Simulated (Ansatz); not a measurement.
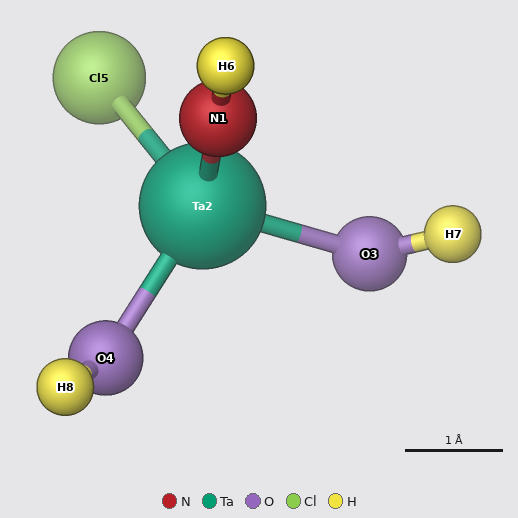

**Figure 1.** The structure as given in the input (ball-and-stick view, seen at a tilt; atoms are numbered from 1 in the order of the input). Sticks mark near contacts. Bond lengths as drawn: Cl–Ta 2.32 Å, H–N 1.01 Å, H–O 0.96 Å, N–Ta 1.76 Å and O–Ta 1.90 Å.

## TaNH3ClO2: one change and its effect

System: TaNH3ClO2.
Method of run A: RKS SPW92/def2-TZVPP (Ansatz 0.2.0).

The geometry comes from this level: PBE0-D4/def2-TZVP. Text and figures count atoms from 1; the logs count them from 0 in places.

### Input, run A
```yaml
crystal:
  periodic: [false, false, false]
  atoms:
    - {symbol: N, position_ang: [-0.826899, 0.881897, 0.863543]}
    - {symbol: Ta, position_ang: [0.123901, 0.078154, -0.380850]}
    - {symbol: O, position_ang: [1.873236, -0.238215, 0.288915]}
    - {symbol: O, position_ang: [-0.682114, -1.593120, -0.788318]}
    - {symbol: Cl, position_ang: [0.203698, 1.429506, -2.269683]}
    - {symbol: H, position_ang: [-1.374372, 1.364479, 1.555347]}
    - {symbol: H, position_ang: [2.263425, 0.004790, 1.128376]}
    - {symbol: H, position_ang: [-1.488676, -1.984491, -0.453228]}
basis:
  gaussian: {orbitals: def2-TZVPP}
hamiltonian: {xc: lda}
output: {orbitals: {seedname: orbitals}}
```

Hardware: 4 CPU threads, shared host.

### Output (run A)
```
Functional definition: SPW92
  exchange = slater_x
  correlation = pw_c
1265 factors; their error is unknown
mean field evaluation 1: about -19606.0113 eV, gradient 1.2e2 eV
mean field evaluation 2: about -19388.3785 eV, gradient 3.2e2 eV
mean field evaluation 4: about -19628.8598 eV, gradient 3.6e1 eV
mean field evaluation 8: about -19632.0092 eV, gradient 1.1e0 eV
mean field evaluation 16: about -19631.9962 eV, gradient 3.5e-4 eV
mean field -19631.99623434 eV, -721.4625545671 hartree, gradient 4.2e-5 eV, S^2 0.000000; 0 other end points of the search recorded, 0 dependent functions left out
reference -19631.99627300 eV, -721.4625559877 hartree; 28, 28 occupied and 205, 205 virtual orbitals, 1265 factors
Total energy: -19631.99627300 eV, -721.4625559877 hartree
```

Run B used a changed input.

### The two runs side by side

| quantity | run A | run B |
| --- | --- | --- |
| outcome | converged | converged |
| total energy (hartree) | −721.462556 | −724.399944 |
| HOMO (eV) | −6.81 | −6.90 |
| LUMO (eV) | −1.77 | −1.30 |
| basis functions | 233 | 233 |
| wall time (shared host) | 2.5 s | 6 s |

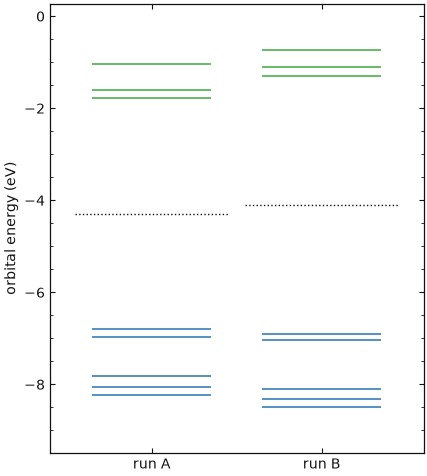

**Figure 2.** The five highest filled and three lowest empty orbital energies of the two runs; the dotted lines part filled from empty levels. The HOMO–LUMO gap is 5.04 eV in run A and 5.60 eV in run B.

Which change of the input explains these differences?

The change (lines with − go, lines with + come):
```diff
-hamiltonian: {xc: lda}
+hamiltonian: {xc: {name: B97M-V}}
```

The total energies belong to different methods, so their difference says nothing on which is more stable or more accurate. The HOMO goes from −6.81 to −6.90 eV. The LUMO goes from −1.77 to −1.30 eV.

### Output (run B)
```
Functional definition: B97M-V
  parameter cx00 = 1.000
  parameter cx01 = 1.308
  parameter cx02 = 1.901
  parameter cx10 = 0.416
  parameter cx11 = 3.070
  parameter css00 = 1.000
  parameter css02 = -1.855
  parameter css10 = -5.668
  parameter css32 = -20.497
  parameter css42 = -20.364
  parameter cos00 = 1.000
  parameter cos01 = 1.573
  parameter cos03 = -6.298
  parameter cos10 = 2.535
  parameter cos32 = -6.427
  parameter b = 6.0
  parameter c = 0.01
  gx(w, u) = cx00 + cx01*u + cx02*u^2 + (cx10 + cx11*u)*w
  gss(w, u) = css00 + css02*u^2 + css10*w + (css32*w^3 + css42*w^4)*u^2
  gos(w, u) = cos00 + cos01*u + cos03*u^3 + cos10*w + cos32*w^3*u^2
  exchange = spin_sum(e_x_unif_s*gx(b97_w, b97_u_x))
  correlation = spin_sum(e_c_pw_mod_same_spin*gss(b97_w, b97_u_same))
      + integral(e_c_pw_mod_opposite_spin*gos(b97_w_opposite, b97_u_opposite)) + vv10(b, c)
1265 factors; their error is unknown
mean field evaluation 1: about -19689.1113 eV, gradient 1.1e2 eV
mean field evaluation 2: about -19514.4080 eV, gradient 2.9e2 eV
mean field evaluation 4: about -19709.8627 eV, gradient 3.0e1 eV
mean field evaluation 8: about -19711.9345 eV, gradient 3.5e-1 eV
mean field evaluation 16: about -19711.9266 eV, gradient 6.1e-4 eV
mean field -19711.92662488 eV, -724.3999422407 hartree, gradient 4.9e-5 eV, S^2 0.000000; 0 other end points of the search recorded, 0 dependent functions left out
reference -19711.92668326 eV, -724.3999443860 hartree; 28, 28 occupied and 205, 205 virtual orbitals, 1265 factors
Total energy: -19711.92668326 eV, -724.3999443860 hartree
```
